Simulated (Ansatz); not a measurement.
# G0W0 on several functionals: KBaCeBiO6 (F-43m), part 2 of 2

One-shot GW is not self-consistent; how far does the start matter for KBaCeBiO6 (F-43m)?

Ansatz 0.2.0; G0W0 on several functionals, plane waves, PAW. Known limits of the many-body steps: not at the basis limit; f levels unsure; no spin polarisation; f levels unsure; no spin-orbit coupling.

So far. Step 2 (G0W0 on PBEsol): The gap on the mesh goes from 1.53 eV to 2.70 eV, a correction of +1.17 eV. Between the two edge states, bare exchange in place of the xc potential would open the gap by 8.90 eV, and correlation takes back 7.73 eV.

In doubt: one-shot GW on d or f shells is unsure, so the values of those runs are not to be relied on; masses and optical values from hybrid runs of this build are listed as unsure (step 4), which bears on the screening that GW takes from such a start.

### Step 3. G0W0 on PBE

The same correction from a different start measures what one shot leaves open.

This step: G0W0 on PBE, plane waves, PAW; PAW set soft_1.

Contents of input.yaml:

```yaml
crystal:
  lattice:
    - [0.0, 4.3639834, 4.3639834]
    - [4.3639834, 0.0, 4.3639834]
    - [4.3639834, 4.3639834, 0.0]
  atoms:
    - { symbol: K, position: [0.75, 0.75, 0.75] }
    - { symbol: Ba, position: [0.25, 0.25, 0.25] }
    - { symbol: Ce, position: [0.5, 0.5, 0.5] }
    - { symbol: Bi, position: [0.0, 0.0, 0.0] }
    - { symbol: O, position: [0.75466446, 0.24533554, 0.24533554] }
    - { symbol: O, position: [0.24533554, 0.75466446, 0.75466446] }
    - { symbol: O, position: [0.75466446, 0.75466446, 0.24533554] }
    - { symbol: O, position: [0.24533554, 0.24533554, 0.75466446] }
    - { symbol: O, position: [0.24533554, 0.75466446, 0.24533554] }
    - { symbol: O, position: [0.75466446, 0.24533554, 0.75466446] }
kpoints:
  mp_grid: { grid: [4, 4, 4] }
hamiltonian:
  xc: pbe
  pseudopotentials: { kind: paw, azcp: { folder: soft_1 } }
scf:
  occupations: { method: fixed }
gw:
  n_empty_bands: 911
  ecut_chi: 180.0
  qp_bands: [v3, c3]
  qp_kpoints: band_edges
  screening: { model: contour_deformation }
```

Launch:

```bash
$ ansatz run input.yaml --threads 2 --pin off --max-ram 92160MiB --backend cuda --events-out ev --progress --plain --runs-dir out --devices 1 --max-vram 13GiB
```

Numbers of over 12 decimals in the logs are rounded to 6 here.

The program printed:

```text
GPUs: using 1 of 1 available (devices: 1).
[...]
GPU FFT provider: cuFFT
GPU libraries: cuBLAS 13.8.2, cuFFT 12.4.0, cuSOLVER 12.3.4
Crystal: 10 atoms, lattice volume = 166.218 Å³
Basis set: ecut = 420 eV, 3287 PW (Γ)
Bands: 51, of which v1, the nominal top of the filled ones, is band 41 counted from 1 (40 counted from 0)
Symmetry: 24 space group operations
[...]
k-points: 8 of 64 (time reversal used)
[...]
GPU buffer pool allocated for 91125 grid points (all kernels)
[...]
SCF iter   1: F=—  HF=-29879.661712 eV  |F-HF|=—  |Δ(HF+E_count)|=         —  Δρ=1.46e-1  dr2=7.23e1  ethr=3.10e-3  ⟨swp⟩=4.1  Hψ=1476  notcnv=0  defer=34
[...]
SCF iter  17: F=-29874.235209 eV  HF=-29874.235209 eV  |F-HF|=1.39e-8  |Δ(HF+E_count)|=   1.30e-7  Δρ=2.62e-6  dr2=1.53e-8  ethr=1.22e-10  ⟨swp⟩=11.0  Hψ=1653  notcnv=0
SCF 1 converged in 17 iterations: F = -29874.235209 eV  dr2 = 1.53e-8
[...]
NSCF: frozen V_eff on 8 k-points
[...]
G₀W₀ screening: q 1/8
[... further progress lines ...]
[...]
SCF converged after 17 iterations
Free energy (F): -29874.235209 eV
[...]
Internal energy: -29874.235209 eV  (E = F + TS)
E sigma→0 (E₀):  -29874.235209 eV
Fermi energy:    7.580961 eV
[...]
--- Band table (eV; the first three rows and the last of 8) ---
  k-point 0: bands = [... 37 lower, 6.6476, 7.5810, 7.5810, 7.5810, 9.6472, 9.7603, 9.9370, 9.9370, ... 6 higher]
[...]
0    43      9.7603   -17.4607    -3.5319   -21.7110  0.7253    10.4908    10.4787  root
     0    44      9.9370   -23.6694   -12.2441   -37.6433  0.5541    11.9383    11.6667  root ?
     1    39      7.4107   -25.4836     4.7659   -20.2189  0.6855     6.9035     6.9120  root
     1    40      7.4107   -25.4836     4.7659   -20.2189  0.6855     6.9035     6.9120  root
     1    41      7.4297   -25.6597     4.8266   -20.3471  0.6826     6.9357     6.9438  root
     1    42      9.4813   -21.5309    -7.1659   -30.1627  0.6475    11.0537    10.9472  root ?
     1    43      9.6547   -22.6322   -13.1763   -37.5812  0.5516    11.7206    11.4274  root ?
     1    44      9.9176   -23.6266   -12.3003   -37.6678  0.5548    11.9320    11.6586  root ?
     2    39      7.1926   -25.4895     4.8645   -20.1434  0.6750     6.7023     6.7111  root
[...]
2    42      9.3847   -22.8649    -8.1997   -32.7243  0.6292    11.1856    11.0444  root ?
     2    43      9.6542   -22.6240   -13.2086   -37.6065  0.5513    11.7224    11.4282  root ?
     2    44      9.9023   -23.6114   -12.3411   -37.7024  0.5553    11.9272    11.6522  root ?
[...]
6    43      9.6556   -22.6289   -13.2079   -37.6103  0.5512    11.7232    11.4290  root ?
     6    44      9.8740   -23.5808   -12.2425   -37.5850  0.5583    11.9092    11.6357  root ?
     7    39      6.7125   -24.6630     4.4821   -19.7107  0.6759     6.2329     6.2423  root
     7    40      7.2212   -25.2357     4.7284   -19.9969  0.6847     6.7017     6.7109  root
     7    41      7.3420   -25.4524     4.7713   -20.1828  0.6836     6.8351     6.8438  root
     7    42      9.2729   -20.7090    -5.4681   -27.4178  0.6795    10.5658    10.5135  root
     7    43      9.6576   -22.6538   -13.2185   -37.6459  0.5509    11.7258    11.4312  root ?
     7    44      9.8852   -23.5256   -12.2779   -37.5565  0.5570    11.9106    11.6382  root ?
```

Run time: 59 s. Hardware: 1 × NVIDIA H100 80GB HBM3 (shared by 6 runs) with 2 threads of AMD EPYC 7R13 (Zen 3), shared host; peak memory 2.8 GiB.

Numbers from this step:

```
bands summed                                 : 952
RPA ε∞ on this mesh (eigenvalues)            : 5.511, 5.511, 5.511
plane waves in the screening matrix          : 941
q-points in the mesh                         : 64
G0W0 gap on the mesh                         : 2.687 eV
k of the valence top                         : 0, 0, 0
k of the conduction bottom                   : 0, -0.5, -0.5
starting gap on the mesh                     : 1.576 eV
Z at the valence top                         : 0.6863
Z at the conduction bottom                   : 0.7441
least direct G0W0 gap on the computed points : 2.721 eV
```

Against the run with 4×4×4 mesh, 911 empty bands, screening to 180 eV, PAW set soft_1 files on PBEsol, the gap moves by −0.017 eV, while the start moved by +0.04 eV.

### Step 4. G0W0 on HSE06

This step: G0W0 on HSE06, plane waves, PAW; PAW set soft_1.

Changes to input.yaml since step 3:

```diff
@@ -19,3 +19,3 @@
 hamiltonian:
-  xc: pbe
+  xc: hse06
   pseudopotentials: { kind: paw, azcp: { folder: soft_1 } }
```

The program printed:

```text
GPUs: using 1 of 1 available (devices: 1).
[...]
davidson cushion auto → on  (no smearing: the cushion is to keep the highest requested band from converging to the state above it; pin scf.eigensolver.cushion to override)
[...]
GPU FFT provider: cuFFT
GPU libraries: cuBLAS 13.8.2, cuFFT 12.4.0, cuSOLVER 12.3.4
Crystal: 10 atoms, lattice volume = 166.218 Å³
Basis set: ecut = 420 eV, 3287 PW (Γ)
[...]
1    39      6.3153   -25.5862     4.2236   -21.4449  0.7418     6.3975     6.3977  root
     1    40      6.3153   -25.5862     4.2236   -21.4449  0.7418     6.3975     6.3977  root
[...]
7    41      6.2351   -25.5289     4.2627   -21.3424  0.7408     6.3112     6.3114  root
     7    42      9.5561   -19.4345    -4.5290   -24.8636  0.7532    10.4674    10.4561  root
     7    43     10.5592   -22.2656   -10.9293   -34.3289  0.6247    11.7484    11.6932  root
     7    44     10.6826   -22.9431   -10.5007   -34.6077  0.6283    11.9028    11.8464  root
[key lines of the parts left out:]
Free energy (F): -29884.906575 eV
Fermi energy:    6.482964 eV
```

The job ended after 3.1 min (1 × NVIDIA H100 80GB HBM3 (shared by 6 runs) with 2 threads; peak memory 3.3 GiB).

This step gave:

- bands summed: 952
- RPA ε∞ on this mesh (eigenvalues): 4.019, 4.019, 4.019
- plane waves in the screening matrix: 941
- G0W0 gap on the mesh: 3.391 eV
- k of the valence top: 0, 0, 0
- k of the conduction bottom: 0, -0.5, -0.5
- starting gap on the mesh: 2.884 eV
- least direct G0W0 gap on the computed points: 3.426 eV

Against the run with 4×4×4 mesh, 911 empty bands, screening to 180 eV, PAW set soft_1 files on PBE, the gap moves by +0.70 eV, while the start moved by +1.31 eV.

### Step 5. Side by side

All on the 4×4×4 mesh with 911 empty bands and screening to 180 eV. Times are wall times on 1 × NVIDIA H100 80GB HBM3 (shared by 6 runs) with 2 threads of AMD EPYC 7R13 (Zen 3), shared host, good to a factor of about two.

```tsv
start	starting gap (eV)	shift (eV)	G0W0 gap (eV)	RPA ε∞ (harmonic mean)	Z (valence, conduction)	time
PBEsol	1.53	+1.17	2.70	5.60	0.69, 0.74	79 s
PBE	1.58	+1.11	2.69	5.51	0.69, 0.74	59 s
HSE06	2.88	+0.51	3.39	4.02	0.74, 0.79	3.1 min
```

How the two edges are built up, in eV (the quasiparticle level is the starting level plus Σx plus Σc less Vxc):

```tsv
run	edge	start	Σx	Σc	Vxc	Z	QP
PBEsol	valence top	7.44	-25.70	4.87	-20.28	0.69	6.89
PBEsol	conduction bottom	8.97	-17.77	-2.86	-21.25	0.74	9.60
PBE	valence top	7.58	-25.80	4.89	-20.41	0.69	7.08
PBE	conduction bottom	9.16	-17.78	-2.85	-21.24	0.74	9.77
HSE06	valence top	6.48	-25.86	4.37	-21.58	0.74	6.58
HSE06	conduction bottom	9.37	-17.19	-2.96	-20.74	0.79	9.97
```

For a hybrid start, Vxc holds its share of exact exchange.

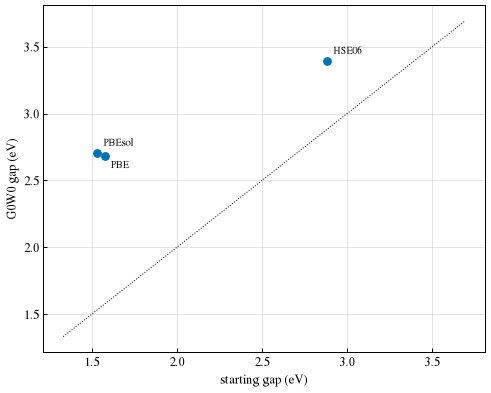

G0W0 gap against starting gap; on the dotted line the correction would vanish.

### Step 6. Outcome

| Item | Value |
| --- | --- |
| G0W0@PBEsol | 2.70 eV (start 1.53 eV) |
| G0W0@PBE | 2.69 eV (start 1.58 eV) |
| G0W0@HSE06 | 3.39 eV (start 2.88 eV) |
| known limits | not at the basis limit; f levels unsure; no spin polarisation; f levels unsure; no spin-orbit coupling |

What this shows: The starting gaps span 1.35 eV and the G0W0 gaps 0.70 eV. Between PBEsol and HSE06, 0.69 eV of the 1.35 eV survives, 51 %. The order is not kept throughout: PBE starts 0.04 eV above PBEsol and ends 0.02 eV below it, so orbitals matter beside the gap. HSE06 screens less than PBEsol (ε∞ 4.02 against 5.60). Of the 0.69 eV by which its G0W0 gap is higher, the correlation part gives +0.40 eV, and exchange with the one-particle terms, which follow the orbitals, +0.28 eV. The smallest correction, +0.51 eV, is on HSE06, the start nearest to reproducing itself. Bands and cutoff are finite, so the gap is not at the basis limit. The miss can reach some tenths of an eV and take either sign; the mesh is an error of its own. Empty 4f levels lie among the conduction bands. Their place in the start is unsure; it enters the screening, and the edge itself where they lie low. The runs have no spin polarisation. For a closed low-spin shell that is the natural state; where a d or f shell is open it is a constraint, and the gap is then not the crystal's own. The compound holds f electrons or empty f levels, where one-shot G0W0 is unsure. The many-body steps are scalar-relativistic: spin-orbit coupling is not in them.

[Paths, hosts, dates, memory and timing lines, banners, echoed tables and standing remarks are left out of the program output.]

[Logs are printed without paths, hosts, clocks, repeated set-up lines and the standing remarks that a program may print on its own settings, such as how far it seeks lower states.]

[Runs of the session that timed out or met a known fault of the program may be left out.]

[Cells called generated may have been cut or substituted from an entry of the Crystallography Open Database or the Materials Project.]

[Hosts, paths, dates, database ids (printed as entryN), source tags and the programs' standing remarks are cut or masked in the printed files.]
